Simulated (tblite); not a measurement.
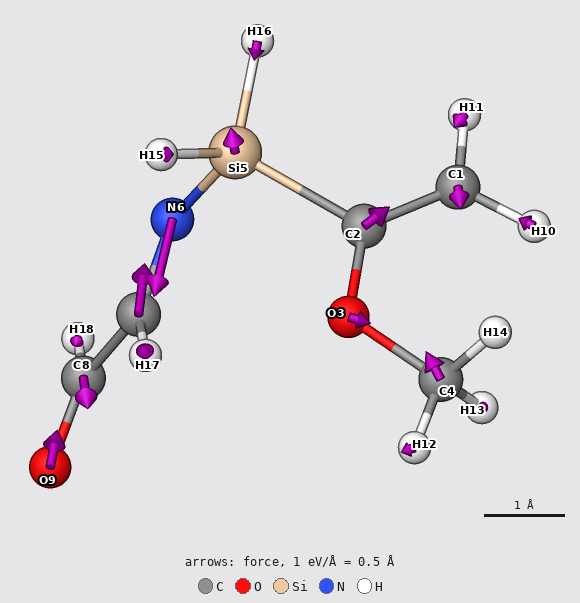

Starting geometry of C$_{5}$H$_{9}$NO$_{2}$Si with the computed forces as purple arrows. A ball-and-stick model, seen at a tilt.

Computed with GFN2-xTB geometry optimisation, gas phase (tblite). 

### Is this structure relaxed? If not, where do the atoms go?

It isn't relaxed: the largest force vector, on the N atom, is 2.29 eV/Å. The final displacements have little in common with the starting forces (cosine between the two patterns 0.21). The atom that moves furthest after the best rigid fit is an H atom (0.99 Å). Largest moves by element: H 0.99 Å, N 0.44 Å, O 0.36 Å, C 0.33 Å, Si 0.13 Å. Among the contacts that change: C–N 1.294 → 1.255 Å, N–Si 1.753 → 1.720 Å, C–O 1.439 → 1.408 Å, H–Si 1.484 → 1.458 Å. Among the angles between lasting bonds that change: Si–N–C 114.7° → 135.3°, N–Si–H 107.7° → 118.7°, C–Si–N 108.1° → 100.2°. Groups turn about N–Si by about 30°. The energy falls by 33.3 kJ/mol in 102 geometry steps. Cost: 0.64 s on 1 thread of Arm Neoverse V2, on a shared host.
